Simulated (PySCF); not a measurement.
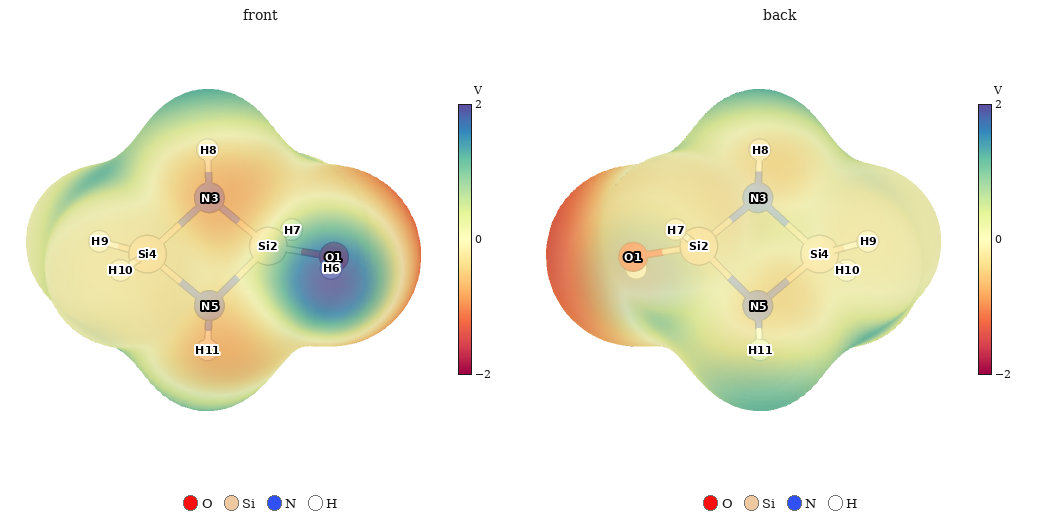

*H$_{6}$N$_{2}$OSi$_{2}$. The electrostatic potential painted on the density surface at 0.001 e/bohr³, seen from the front and from behind; the colour scale runs from red (negative) to blue (positive).*

Geometry: GFN2-xTB.

Level of theory: PBE0/pcSseg-1, SCF density, gas phase, non-relativistic (PySCF 2.14.0).

Input file:

```
{"job": {"kind": "nmr", "xc": "PBE0", "basis": "pcSseg-1"}, "charge": 0, "multiplicity": 1}
O      2.331168    -0.358620     0.379678
Si     1.006118     0.127257    -0.411972
N     -0.154395     1.058722     0.493565
Si    -1.516909     0.030476     0.163301
N     -0.306293    -1.012687    -0.522381
H      2.234530    -0.770913     1.234775
H      1.541392     0.687907    -1.635427
H     -0.122495     2.013847     0.796351
H     -2.474317     0.569545    -0.799651
H     -2.127482    -0.514338     1.372068
H     -0.405893    -1.828526    -1.096271
```

Command:

```sh
OMP_NUM_THREADS=1 python probes_run.py task.json out
```

Question: Which sites attract a positive test charge, and which a negative one?

Answer: A positive charge is drawn to the negative regions and a negative charge to the positive ones. The most negative region (about −1.3 V) lies over O1, the most positive (about +1.8 V) over H6. O1 is the likeliest acceptor of a hydrogen bond.

Question: How polar is the molecule by this calculation?

Answer: Its dipole moment is 1.15 D.
